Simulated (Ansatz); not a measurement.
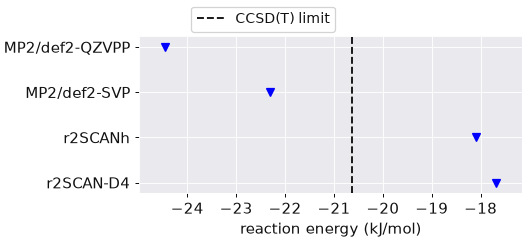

Electronic reaction energy of BSiH₄OF (B[SiH](O)F) + ZnHF ([F][ZnH]) → ZnBH₂F ([BH2][Zn][F]) + SiH₃OF (O[SiH2]F) (SMILES in brackets) at several levels (functionals in def2-TZVPP unless a basis is named), isolated molecules at PBE0-D4 triple-zeta geometries, minima by their frequencies, no zero-point or thermal terms, the Ansatz code 0.2.0. The line is frozen-core CCSD(T) at the basis limit (MP2 extrapolated from triple and quadruple zeta, plus CCSD(T) less MP2 in a smaller set). Choice of cores on heavy atoms: Zn/Cu 3s3p. No dispersion term is added to r2SCANh. The distance of MP2/def2-QZVPP and MP2/def2-SVP to the limit includes basis error.

### What do zero-point energy and temperature add?

Zero-point change 2.9 kJ/mol; at 298.15 K and 1 bar the CCSD(T) limit plus thermal terms gives an enthalpy of reaction of −18.2 and a free energy of −19.7 kJ/mol (harmonic PBE0-D4 modes, ideal gas).

### Give the values.

```
         level  kJ/mol  less CCSD(T) limit
MP2/def2-QZVPP   −24.4                −3.8
  MP2/def2-SVP   −22.3                −1.7
       r2SCANh   −18.1                 2.5
     r2SCAN-D4   −17.7                 2.9
 CCSD(T) limit   −20.6                 0.0
```

Known limits of this run: no scalar relativity up to krypton.
